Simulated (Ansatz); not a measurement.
## SrPd2N2 (I4/mmm): the Drude term of Re ε in the infrared

Re ε of SrPd2N2 (I4/mmm) along x at low photon energies is read from one computed spectrum; the carriers' damping was typed as γ = 0.05 eV. x, y and z are the Cartesian axes of the input cell.

The structure is tetragonal, space group I4/mmm (No. 139). The conventional cell has a = 3.913 Å, b = 3.913 Å, c = 10.710 Å, α = 90.00°, β = 90.00°, γ = 90.00°. Pd on site d has 4 Pd at 2.77 Å and 4 N at 2.85 Å as nearest neighbours. Sr on site a is surrounded by 8 N at 2.83 Å. Around N on site e lie 1 N at 1.20 Å.

Method: Ansatz 0.2.0, PBE, independent particles, k-mesh 12×12×12 with interpolation inside its cells, Gaussian parameter 0.1 eV.

Launch of the response step: `ansatz run input.yaml --threads 2 --pin off --max-ram 5120MiB --backend cpu --events-out ev --progress --plain --runs-dir out`. The run took 5.5 min, on 2 threads of Arm Neoverse V2, with other jobs on the host.

| photon energy E (eV) | wavelength (µm) | Re ε |
| --- | --- | --- |
| 0.25 | 4.96 | -130.0 |
| 0.30 | 4.13 | ? |
| 0.35 | 3.54 | -52.3 |
| 0.40 | 3.10 | -42.5 |
| 0.50 | 2.48 | -43.3 |
| 0.60 | 2.07 | -38.1 |
| 0.70 | 1.77 | -28.5 |

A Drude term over a constant background gives Re ε = ε_b − ωp²/(E² + γ²), linear in 1/(E² + γ²).

Working, on the rows shown:

| x = 1/(E² + γ²) (eV⁻²) | y = Re ε |
| --- | --- |
| 15.3846 | -130 |
| 8 | -52.3 |
| 6.15385 | -42.5 |
| 3.9604 | -43.3 |
| 2.75862 | -38.1 |
| 2.03046 | -28.5 |

Means: x̄ = 6.3813, ȳ = -55.783. Σ(x − x̄)(y − ȳ) = -878.6, Σ(x − x̄)² = 121.6. Slope = -878.6 / 121.6 = -7.222; intercept = ȳ − slope · x̄ = -9.6954. The line misses the rows shown by at most 15.

Fill in the last column of the withheld row.

At x = 10.811 the line gives y = -87.775. The run gave -78.9, so the interpolation is off by 8.9, 9 % of the range in the table. The law describes these rows poorly: it misses even the rows shown by over a tenth of the range.

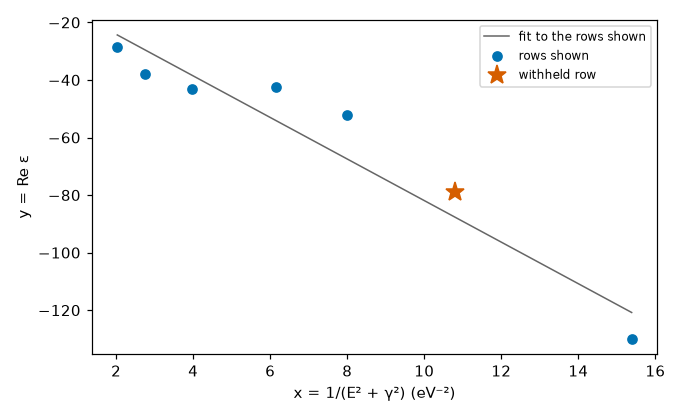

Refitted with all rows, the slope is -6.979 and the intercept -10.134. These give ωp = √(−slope) = 2.64 eV, against 3.55 eV from the program's Fermi-surface sum, and an intercept of -10.1. Taking the program's Drude term off the rows leaves 64 at the lowest energy and -3 at the highest, so the background isn't constant: interband transitions lie in or near the window, and neither fitted number can be trusted. The structure is a model and need not exist. The values come from a sum over the points of one k-mesh and carry its error, which is largest for Fermi-surface quantities. Spin-orbit coupling is left out.
